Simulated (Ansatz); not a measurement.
# GeH₄SSe: geometry optimisation

The task: find the minimum of GeH₄SSe nearest to the start.

Method: RKS PBE0-D4/def2-SVP; program: Ansatz 0.2.0.

1 further run of the same task is left out (set aside as unsound or not needed).

## (1) Starting geometry

SMILES `[SH][GeH2][SeH]`, 7 atoms, charge 0, spin multiplicity 1.

Atoms are counted from 1 here; the program's logs count them from 0.

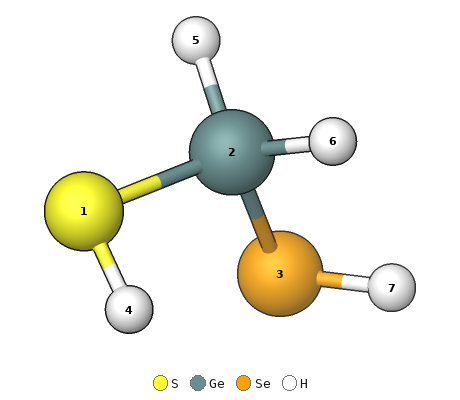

The starting geometry (sulfur yellow, germanium teal, selenium orange, hydrogen white); atoms are numbered from 1 in the order of the file.

As a file:

```xyz
7
charge 0, multiplicity 1
S    -1.8472    0.4109   -1.0429
Ge    0.1323    0.5933   -0.0013
Se    1.5248   -1.2861   -0.4624
H    -2.1429   -0.7883   -0.4668
H     0.7389    1.8863   -0.6001
H    -0.0203    0.6919    1.5405
H     1.6757   -1.5760    0.9874
```

## (2) Relaxation

Contents of input.yaml:

```yaml
crystal:
  periodic: [false, false, false]
  atoms:
    - { symbol: S, position_ang: [-1.847194, 0.410945, -1.042932] }
    - { symbol: Ge, position_ang: [0.132297, 0.593307, -0.001278] }
    - { symbol: Se, position_ang: [1.524789, -1.286078, -0.462359] }
    - { symbol: H, position_ang: [-2.142857, -0.788333, -0.466849] }
    - { symbol: H, position_ang: [0.738901, 1.886272, -0.600124] }
    - { symbol: H, position_ang: [-0.020304, 0.691935, 1.540486] }
    - { symbol: H, position_ang: [1.675669, -1.576048, 0.987357] }
basis:
  gaussian: { orbitals: def2-SVP }
hamiltonian:
  xc: pbe0
  dispersion: d4
output:
  forces: true
relax:
  f_tol: 0.003
  max_steps: 120
```

The run is started by

```bash
ansatz run input.yaml --threads 1 --pin off --max-ram 2560MiB --backend cpu --events-out ev --progress --plain --runs-dir out
```

Log:

```text
Warning: RAYON_NUM_THREADS=1 ignored (pool sized by the plan → 1); use --threads N
The last accepted step is kept in <dir> (removed where the run ends without a failure and the disk answers)
Engine: ansatz 0.2.0, aarch64-unknown-linux-gnu
Functional definition: PBE0
  parameter a = 0.25
  parameter kappa = 0.804
  parameter beta = 0.06672455060314922
  exchange = (1 - a)*pbe_x(kappa = kappa, mu = beta*pi^2/3) + a*exact_x
  correlation = pbe_c(beta = beta)
1060 factors; integrals over basis functions are off by at most 3.6e-4 eV
mean field evaluation 1: about -132731.9984 eV, gradient 1.8e1 eV
mean field evaluation 2: about -132731.9573 eV, gradient 1.9e1 eV
mean field evaluation 4: about -132732.5381 eV, gradient 4.1e-1 eV
mean field evaluation 8: about -132732.5440 eV, gradient 3.7e-2 eV
mean field -132732.54400049 eV, -4877.8310226683 hartree, gradient 2.5e-5 eV, S^2 0.000000; 0 other end points of the search recorded, 0 dependent functions left out
the calculation of the forces begins
reference -132732.54402397 eV, -4877.8310235312 hartree; 43, 43 occupied and 59, 59 virtual orbitals, 1060 factors
relax step   1: F+E_penalty+E_count = -132732.69578731 eV  Δ(F+E_penalty+E_count) = +0.000e0 eV  max|allowed force component| = 3.864e-1 eV/Å  Δτ_max = 0.0000 Å  (25 SCF iters, accepted)
these checks for a lower state are left out or cut short: starts, cluster_reference, orbital_swaps, neighbouring_geometries, increment
1060 factors; integrals over basis functions are off by at most 3.5e-4 eV
mean field evaluation 16: about -132732.5442 eV, gradient 2.0e0 eV
mean field -132732.55541126 eV, -4877.8314420063 hartree, gradient 8.1e-5 eV, S^2 0.000000; 0 other end points of the search recorded, 0 dependent functions left out
the calculation of the forces begins
reference -132732.55543476 eV, -4877.8314428698 hartree; 43, 43 occupied and 59, 59 virtual orbitals, 1060 factors
relax step   2: F+E_penalty+E_count = -132732.70834753 eV  Δ(F+E_penalty+E_count) = -1.256e-2 eV  max|allowed force component| = 1.081e-1 eV/Å  Δτ_max = 0.0294 Å  (25 SCF iters, accepted)
these checks for a lower state are left out or cut short: starts, cluster_reference, orbital_swaps, neighbouring_geometries, increment
1060 factors; integrals over basis functions are off by at most 3.4e-4 eV
mean field -132732.55586640 eV, -4877.8314587323 hartree, gradient 8.1e-5 eV, S^2 0.000000; 0 other end points of the search recorded, 0 dependent functions left out
the calculation of the forces begins
reference -132732.55588982 eV, -4877.8314595930 hartree; 43, 43 occupied and 59, 59 virtual orbitals, 1060 factors
relax step   3: F+E_penalty+E_count = -132732.70898951 eV  Δ(F+E_penalty+E_count) = -6.420e-4 eV  max|allowed force component| = 7.467e-2 eV/Å  Δτ_max = 0.0410 Å  (25 SCF iters, accepted)
[... from here on, the SCF cycles and remarks between the steps are left out ...]
relax step   4: F+E_penalty+E_count = -132732.70995498 eV  Δ(F+E_penalty+E_count) = -9.655e-4 eV  max|allowed force component| = 2.928e-2 eV/Å  Δτ_max = 0.0210 Å  (25 SCF iters, accepted)
relax step   5: F+E_penalty+E_count = -132732.70999511 eV  Δ(F+E_penalty+E_count) = -4.013e-5 eV  max|allowed force component| = 7.096e-3 eV/Å  Δτ_max = 0.0016 Å  (19 SCF iters, accepted)
relax step   6: F+E_penalty+E_count = -132732.71001050 eV  Δ(F+E_penalty+E_count) = -1.538e-5 eV  max|allowed force component| = 6.236e-3 eV/Å  Δτ_max = 0.0020 Å  (19 SCF iters, accepted)
relax step   7: F+E_penalty+E_count = -132732.71002565 eV  Δ(F+E_penalty+E_count) = -1.516e-5 eV  max|allowed force component| = 9.339e-3 eV/Å  Δτ_max = 0.0033 Å  (22 SCF iters, accepted)
relax step   8: F+E_penalty+E_count = -132732.71005914 eV  Δ(F+E_penalty+E_count) = -3.348e-5 eV  max|allowed force component| = 8.097e-3 eV/Å  Δτ_max = 0.0098 Å  (22 SCF iters, accepted)
relax step   9: F+E_penalty+E_count = -132732.71012460 eV  Δ(F+E_penalty+E_count) = -6.546e-5 eV  max|allowed force component| = 1.662e-2 eV/Å  Δτ_max = 0.0224 Å  (25 SCF iters, accepted)
relax step  10: F+E_penalty+E_count = -132732.71019949 eV  Δ(F+E_penalty+E_count) = -7.489e-5 eV  max|allowed force component| = 4.630e-2 eV/Å  Δτ_max = 0.0305 Å  (24 SCF iters, accepted)
relax step  11: F+E_penalty+E_count = -132732.71028985 eV  Δ(F+E_penalty+E_count) = -9.036e-5 eV  max|allowed force component| = 5.161e-2 eV/Å  Δτ_max = 0.0117 Å  (23 SCF iters, accepted)
relax step  12: F+E_penalty+E_count = -132732.71027519 eV  Δ(F+E_penalty+E_count) = +1.466e-5 eV  max|allowed force component| = 1.798e-1 eV/Å  Δτ_max = 0.0699 Å  (28 SCF iters, rejected (line search))
relax step  13: F+E_penalty+E_count = -132732.71034568 eV  Δ(F+E_penalty+E_count) = -5.583e-5 eV  max|allowed force component| = 4.103e-2 eV/Å  Δτ_max = 0.0348 Å  (24 SCF iters, accepted)
relax step  14: F+E_penalty+E_count = -132732.71157703 eV  Δ(F+E_penalty+E_count) = -1.231e-3 eV  max|allowed force component| = 2.153e-2 eV/Å  Δτ_max = 0.0822 Å  (28 SCF iters, accepted)
relax step  15: F+E_penalty+E_count = -132732.70389026 eV  Δ(F+E_penalty+E_count) = +7.687e-3 eV  max|allowed force component| = 5.606e-1 eV/Å  Δτ_max = 0.1466 Å  (28 SCF iters, rejected (line search))
relax step  16: F+E_penalty+E_count = -132732.71263455 eV  Δ(F+E_penalty+E_count) = -1.058e-3 eV  max|allowed force component| = 2.300e-2 eV/Å  Δτ_max = 0.0733 Å  (28 SCF iters, accepted)
relax step  17: F+E_penalty+E_count = -132732.71265111 eV  Δ(F+E_penalty+E_count) = -1.656e-5 eV  max|allowed force component| = 2.000e-1 eV/Å  Δτ_max = 0.0731 Å  (28 SCF iters, accepted)
relax step  18: F+E_penalty+E_count = -132732.71477706 eV  Δ(F+E_penalty+E_count) = -2.126e-3 eV  max|allowed force component| = 9.935e-3 eV/Å  Δτ_max = 0.0689 Å  (25 SCF iters, accepted)
relax step  19: F+E_penalty+E_count = -132732.71491169 eV  Δ(F+E_penalty+E_count) = -1.346e-4 eV  max|allowed force component| = 3.083e-2 eV/Å  Δτ_max = 0.0446 Å  (24 SCF iters, accepted)
relax step  20: F+E_penalty+E_count = -132732.70666929 eV  Δ(F+E_penalty+E_count) = +8.242e-3 eV  max|allowed force component| = 4.417e-1 eV/Å  Δτ_max = 0.1698 Å  (28 SCF iters, rejected (line search))
relax step  21: F+E_penalty+E_count = -132732.71586740 eV  Δ(F+E_penalty+E_count) = -9.557e-4 eV  max|allowed force component| = 5.057e-3 eV/Å  Δτ_max = 0.0488 Å  (27 SCF iters, accepted)
relax step  22: F+E_penalty+E_count = -132732.71385242 eV  Δ(F+E_penalty+E_count) = +2.015e-3 eV  max|allowed force component| = 2.203e-1 eV/Å  Δτ_max = 0.0923 Å  (27 SCF iters, rejected (line search))
relax step  23: F+E_penalty+E_count = -132732.71615664 eV  Δ(F+E_penalty+E_count) = -2.892e-4 eV  max|allowed force component| = 1.125e-2 eV/Å  Δτ_max = 0.0366 Å  (24 SCF iters, accepted)
relax step  24: F+E_penalty+E_count = -132732.71606846 eV  Δ(F+E_penalty+E_count) = +8.818e-5 eV  max|allowed force component| = 7.805e-2 eV/Å  Δτ_max = 0.0488 Å  (24 SCF iters, rejected (line search))
relax step  25: F+E_penalty+E_count = -132732.71533224 eV  Δ(F+E_penalty+E_count) = +8.244e-4 eV  max|allowed force component| = 5.407e-2 eV/Å  Δτ_max = 0.0244 Å  (25 SCF iters, rejected (line search))
relax step  26: F+E_penalty+E_count = -132732.71626736 eV  Δ(F+E_penalty+E_count) = -1.107e-4 eV  max|allowed force component| = 4.356e-3 eV/Å  Δτ_max = 0.0122 Å  (25 SCF iters, accepted)
relax step  27: F+E_penalty+E_count = -132732.71636193 eV  Δ(F+E_penalty+E_count) = -9.458e-5 eV  max|allowed force component| = 1.761e-2 eV/Å  Δτ_max = 0.0244 Å  (24 SCF iters, accepted)
relax step  28: F+E_penalty+E_count = -132732.71637573 eV  Δ(F+E_penalty+E_count) = -1.379e-5 eV  max|allowed force component| = 2.068e-2 eV/Å  Δτ_max = 0.0104 Å  (25 SCF iters, accepted)
relax step  29: F+E_penalty+E_count = -132732.71639397 eV  Δ(F+E_penalty+E_count) = -1.824e-5 eV  max|allowed force component| = 1.295e-2 eV/Å  Δτ_max = 0.0061 Å  (22 SCF iters, accepted)
relax step  30: F+E_penalty+E_count = -132732.71641380 eV  Δ(F+E_penalty+E_count) = -1.984e-5 eV  max|allowed force component| = 1.371e-3 eV/Å  Δτ_max = 0.0047 Å  (23 SCF iters, accepted)
these checks for a lower state are left out or cut short: starts, cluster_reference, orbital_swaps, neighbouring_geometries, increment
1060 factors; integrals over basis functions are off by at most 3.5e-4 eV
mean field -132732.56435276 eV, -4877.8317706003 hartree, gradient 1.7e-5 eV, S^2 0.000000; 0 other end points of the search recorded, 0 dependent functions left out
the calculation of the forces begins
reference -132732.56437591 eV, -4877.8317714511 hartree; 43, 43 occupied and 59, 59 virtual orbitals, 1060 factors
relax step  31: F+E_penalty+E_count = -132732.71641618 eV  Δ(F+E_penalty+E_count) = -2.379e-6 eV  max|allowed force component| = 5.993e-4 eV/Å  Δτ_max = 0.0032 Å  (22 SCF iters, accepted)
1060 factors; integrals over basis functions are off by at most 3.5e-4 eV
mean field evaluation 192: about -132732.5580 eV, gradient 4.1e-1 eV
mean field -132732.56435276 eV, -4877.8317706003 hartree, gradient 1.7e-5 eV, S^2 0.000000; 1 other end points of the search recorded, 0 dependent functions left out
the calculation of the forces begins
reference -132732.56437591 eV, -4877.8317714511 hartree; 43, 43 occupied and 59, 59 virtual orbitals, 1060 factors
Total energy: -132732.71643933 eV, -4877.8373596790 hartree
Atom 0 at    -1.761536     0.254404    -1.029535 Å, force     0.000050    -0.000599     0.000224 eV/Å
Atom 1 at     0.177032     0.644641    -0.003285 Å, force    -0.000387    -0.000130     0.000137 eV/Å
Atom 2 at     1.807835    -1.024818    -0.331263 Å, force    -0.000271    -0.000303     0.000415 eV/Å
Atom 3 at    -2.082488    -0.802487    -0.251873 Å, force     0.000067     0.000449    -0.000069 eV/Å
Atom 4 at     0.722923     1.913080    -0.670320 Å, force     0.000364     0.000562    -0.000191 eV/Å
Atom 5 at    -0.051333     0.819979     1.507417 Å, force    -0.000006    -0.000270    -0.000128 eV/Å
Atom 6 at     1.248867    -1.872799     0.733159 Å, force     0.000184     0.000292    -0.000390 eV/Å
Dipole moment:    -0.043526    -0.064706     0.322032 e Å
```

Wall time 2.9 min (1 thread of Arm Neoverse V2, shared host); peak memory 0.25 GiB.

Along the way: (the energy doesn't fall at every step)

```csv
step,energy from step 1 (eV),largest force component (eV/Å)
1,0.0000,0.3864
2,-0.0126,0.1080
3,-0.0132,0.0747
4,-0.0142,0.0293
5,-0.0142,0.0071
6,-0.0142,0.0062
7,-0.0142,0.0093
8,-0.0143,0.0081
9,-0.0143,0.0166
10,-0.0144,0.0463
11,-0.0145,0.0516
12,-0.0145,0.1798
13,-0.0146,0.0410
14,-0.0158,0.0215
15,-0.0081,0.5606
16,-0.0168,0.0230
17,-0.0169,0.2000
18,-0.0190,0.0099
19,-0.0191,0.0308
20,-0.0109,0.4417
21,-0.0201,0.0051
22,-0.0181,0.2203
23,-0.0204,0.0113
24,-0.0203,0.0780
25,-0.0195,0.0541
26,-0.0205,0.0044
27,-0.0206,0.0176
28,-0.0206,0.0207
29,-0.0206,0.0129
30,-0.0206,0.0014
31,-0.0206,0.0006
```

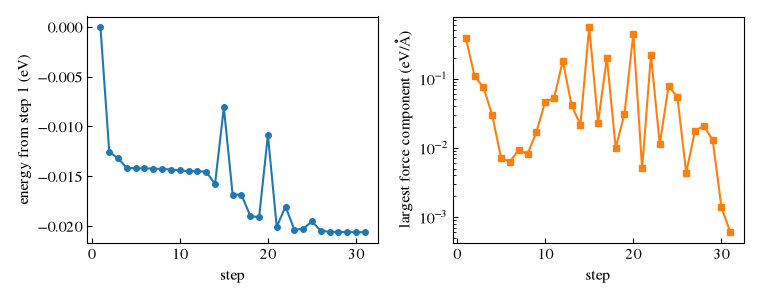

Energy and largest force along the relaxation.

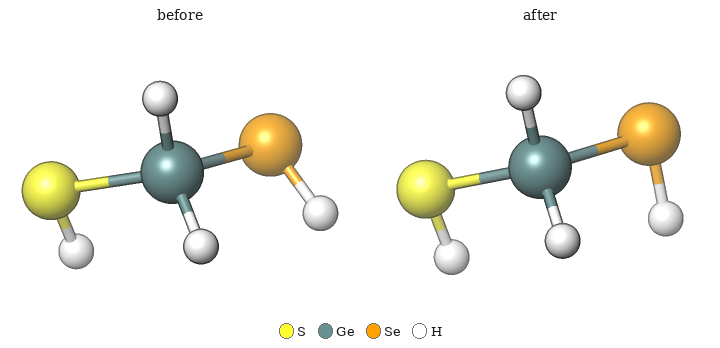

The geometry before (left) and after (right).

Distances of close pairs at the start and the end, largest changes first:

```csv
bond,before (Å),after (Å),change (Å)
Ge2–Se3,2.384,2.357,-0.027
S1–Ge2,2.244,2.228,-0.016
Ge2–H5,1.549,1.534,-0.015
Se3–H7,1.486,1.471,-0.015
Ge2–H6,1.552,1.538,-0.015
S1–H4,1.363,1.351,-0.012
```

## (3) Results

| quantity | value |
| --- | --- |
| energy gained | 0.0206 eV |
| root mean square move | 0.295 Å |
| dipole moment | 1.59 D |

What this shows: Bond lengths: S1–Ge2 2.228 Å, S1–H4 1.351 Å, Ge2–Se3 2.357 Å, Ge2–H5 1.534 Å, Ge2–H6 1.538 Å, Se3–H7 1.471 Å. Angles: Ge2–S1–H4 94.5°, S1–Ge2–Se3 114.5°, S1–Ge2–H5 104.7°, S1–Ge2–H6 110.1°, Se3–Ge2–H5 106.2°, Se3–Ge2–H6 108.7°, H5–Ge2–H6 112.7°, Ge2–Se3–H7 92.6°. No frequencies were computed here.
